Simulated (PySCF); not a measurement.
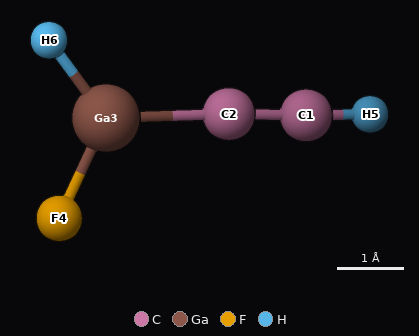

The structure as given in the input (ball-and-stick view, seen at an oblique angle; atoms are numbered from 1 in the order of the input). Sticks mark near contacts.

**C2H2FGa: geometry relaxation**

The run: geometry relaxation of C2H2FGa, SMILES C#[C][GaH][F]. Method and program: PBE0-D3(BJ)/def2-SVP geometry optimisation, gas phase (PySCF 2.14.0).

## Input file
```
{"job": {"xc": "PBE0", "basis": "def2-SVP", "d3": "d3bj", "grid": 1, "maxiter": 30, "shake": 0.01, "kind": "geom"}, "charge": 0, "multiplicity": 1}
C      1.869370    -0.394360    -0.158220
C      0.679170    -0.078550    -0.046090
Ga    -1.235850     0.333620     0.120650
F     -2.301610    -0.963590    -0.133530
H      2.867770    -0.622060    -0.270290
H     -1.854680     1.694930     0.469110
```

The first line tells a small driver script what to run in PySCF; the rest is the geometry in Å.

Command:
```bash
OMP_NUM_THREADS=1 python <driver script> task.json out
```

## What the program printed
```
step   0  E = -2101.24709375  max force = 0.072505
step   1  E = -2101.25017673  max force = 0.020662
step   2  E = -2101.25172456  max force = 0.008007
step   3  E = -2101.25131412  max force = 0.009747
step   4  E = -2101.25215508  max force = 0.003793
step   5  E = -2101.25231043  max force = 0.003012
step   6  E = -2101.25240148  max force = 0.001688
step   7  E = -2101.25245979  max force = 0.000896
step   8  E = -2101.25247798  max force = 0.000280
step   9  E = -2101.25247766  max force = 0.000176
optimisation converged
```

## Trajectory as extended XYZ (Å, eV, eV/Å), 10 frames, from step=0 to step=9
```
6
Properties=species:S:1:pos:R:3:forces:R:3 step=0 energy=-57177.84579
C     1.8694   -0.3944   -0.1582   -3.7284   1.0451   0.3397
C     0.6792   -0.0785   -0.0461    0.6766  -0.4014  -0.0910
Ga   -1.2358    0.3336    0.1206    2.0820   0.9661   0.1747
F    -2.3016   -0.9636   -0.1335   -0.9924  -1.3075  -0.2742
H     2.8678   -0.6221   -0.2703    2.0488  -0.5120  -0.1913
H    -1.8547    1.6949    0.4691   -0.0866   0.2098   0.0421
6
Properties=species:S:1:pos:R:3:forces:R:3 step=1 energy=-57177.92968
C     1.8312   -0.2853   -0.1810    0.5754  -0.4043  -0.0068
C     0.6282   -0.2038   -0.0142   -0.2934   0.3689  -0.0002
Ga   -1.2006    0.3011    0.1561   -0.6644  -1.0625  -0.2444
F    -2.3359   -1.0719   -0.1398    0.7448   1.0368   0.2381
H     2.8926   -0.4705   -0.3125   -0.3163   0.1625   0.0168
H    -1.7910    1.7004    0.4731   -0.0461  -0.1014  -0.0035
6
Properties=species:S:1:pos:R:3:forces:R:3 step=2 energy=-57177.97180
C     1.8412   -0.2899   -0.1778   -0.0902  -0.2436   0.0547
C     0.6335   -0.1944   -0.0300    0.1216   0.2118  -0.1237
Ga   -1.1998    0.2844    0.1181   -0.2848  -0.4117   0.1051
F    -2.3538   -1.0360   -0.1154    0.3065   0.3304   0.0153
H     2.8984   -0.4583   -0.2976   -0.0124   0.0780  -0.0037
H    -1.7952    1.6640    0.4844   -0.0407   0.0351  -0.0476
6
Properties=species:S:1:pos:R:3:forces:R:3 step=3 energy=-57177.96063
C     1.8370   -0.3057   -0.1781   -0.3573  -0.0897   0.0871
C     0.6354   -0.1809   -0.0024    0.2639   0.1178   0.0667
Ga   -1.1978    0.2687    0.2086    0.2952   0.4560  -0.2747
F    -2.3043   -1.0139   -0.1529   -0.3871  -0.5012  -0.0056
H     2.8872   -0.4594   -0.3279    0.1830   0.0000  -0.0405
H    -1.8330    1.6611    0.4345    0.0023   0.0172   0.1671
6
Properties=species:S:1:pos:R:3:forces:R:3 step=4 energy=-57177.98352
C     1.8405   -0.3039   -0.1771   -0.0641  -0.1237   0.0354
C     0.6386   -0.1726   -0.0209    0.0316   0.1398  -0.0015
Ga   -1.1996    0.2776    0.1615    0.0994   0.1647  -0.0691
F    -2.3194   -1.0272   -0.1330   -0.1254  -0.1951  -0.0041
H     2.8954   -0.4636   -0.3111    0.0525   0.0187  -0.0107
H    -1.8312    1.6596    0.4624    0.0060  -0.0044   0.0501
6
Properties=species:S:1:pos:R:3:forces:R:3 step=5 energy=-57177.98774
C     1.8374   -0.3093   -0.1771   -0.0216  -0.0912   0.0217
C     0.6371   -0.1503   -0.0348    0.0480   0.1549  -0.0402
Ga   -1.2025    0.2987    0.1363    0.0458  -0.0148   0.0567
F    -2.2881   -1.0483   -0.1253   -0.0854  -0.0513  -0.0229
H     2.8925   -0.4825   -0.3002    0.0094   0.0109   0.0014
H    -1.8521    1.6616    0.4828    0.0039  -0.0084  -0.0165
6
Properties=species:S:1:pos:R:3:forces:R:3 step=6 energy=-57177.99022
C     1.8420   -0.3077   -0.1758    0.0138  -0.0661   0.0131
C     0.6432   -0.1333   -0.0407   -0.0104   0.0868  -0.0423
Ga   -1.2029    0.2941    0.1317   -0.0166  -0.0756   0.0494
F    -2.3003   -1.0508   -0.1238    0.0391   0.0353  -0.0104
H     2.8976   -0.4859   -0.2937   -0.0200   0.0122   0.0059
H    -1.8552    1.6534    0.4841   -0.0059   0.0074  -0.0158
6
Properties=species:S:1:pos:R:3:forces:R:3 step=7 energy=-57177.99181
C     1.8425   -0.3086   -0.1744    0.0301  -0.0230   0.0062
C     0.6471   -0.1083   -0.0476   -0.0311   0.0288  -0.0299
Ga   -1.2031    0.2955    0.1303   -0.0185  -0.0213   0.0461
F    -2.2872   -1.0591   -0.1262    0.0310   0.0148  -0.0130
H     2.8968   -0.4964   -0.2862   -0.0100   0.0008   0.0049
H    -1.8718    1.6467    0.4859   -0.0014   0.0000  -0.0143
6
Properties=species:S:1:pos:R:3:forces:R:3 step=8 energy=-57177.99230
C     1.8417   -0.3085   -0.1726   -0.0009   0.0127   0.0068
C     0.6494   -0.0855   -0.0521    0.0003  -0.0107  -0.0103
Ga   -1.2038    0.2995    0.1337   -0.0121  -0.0056   0.0057
F    -2.2664   -1.0697   -0.1329    0.0144   0.0120  -0.0027
H     2.8941   -0.5083   -0.2792   -0.0005  -0.0050   0.0017
H    -1.8907    1.6424    0.4849   -0.0012  -0.0035  -0.0011
6
Properties=species:S:1:pos:R:3:forces:R:3 step=9 energy=-57177.99229
C     1.8417   -0.3074   -0.1712    0.0034   0.0091   0.0058
C     0.6495   -0.0836   -0.0524   -0.0041  -0.0062  -0.0057
Ga   -1.2041    0.2999    0.1335    0.0017   0.0020   0.0009
F    -2.2625   -1.0713   -0.1354    0.0001  -0.0003  -0.0035
H     2.8939   -0.5091   -0.2765    0.0001  -0.0030   0.0012
H    -1.8940    1.6413    0.4839   -0.0012  -0.0016   0.0012
```

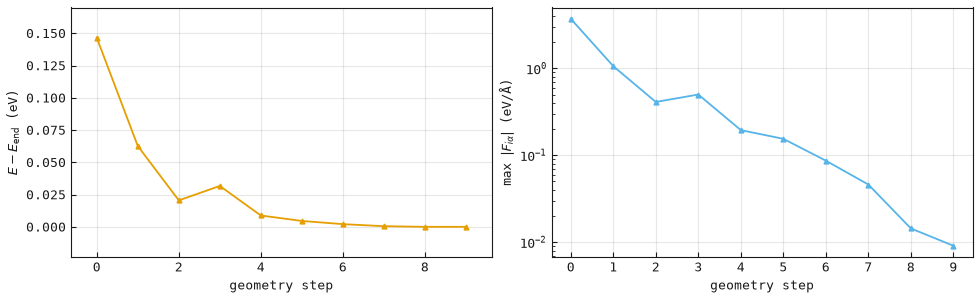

Progress of the relaxation, step by step (steps are counted from 0).

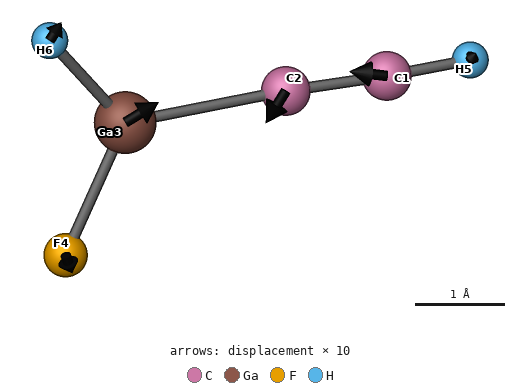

The starting structure with the displacements as black arrows, magnified 10 times (ball-and-stick view, seen at a tilt). The two geometries are laid on each other by the best rigid fit. After 9 geometry steps the energy has fallen by 0.147 eV. The largest force component goes from 3.7 to 0.0091 eV/Å. The largest moves after the best rigid fit, 0.045 Å, are those of C1 and Ga3. Largest moves by element: Ga 0.045 Å, C 0.044 Å, F 0.027 Å, H 0.025 Å. Distances before and after: C2–Ga3 1.966 → 1.902 Å, Ga3–F4 1.698 → 1.753 Å, C1–H5 1.030 → 1.076 Å, C1–C2 1.236 → 1.219 Å. Among the angles that change: C2–Ga3–H6 126.7° → 129.1°, C2–C1–H5 177.7° → 179.8°. (Atoms are counted from 1 in the order of the input.)

## Results in brief

| quantity | value |
| --- | --- |
| outcome | converged |
| total energy | −2101.252478 hartree |
| dipole moment | 2.40 D |
| point group | Cs |
| hardware | 1 CPU thread, shared host |
| wall time | 18 s |
| peak memory | 0.35 GiB |
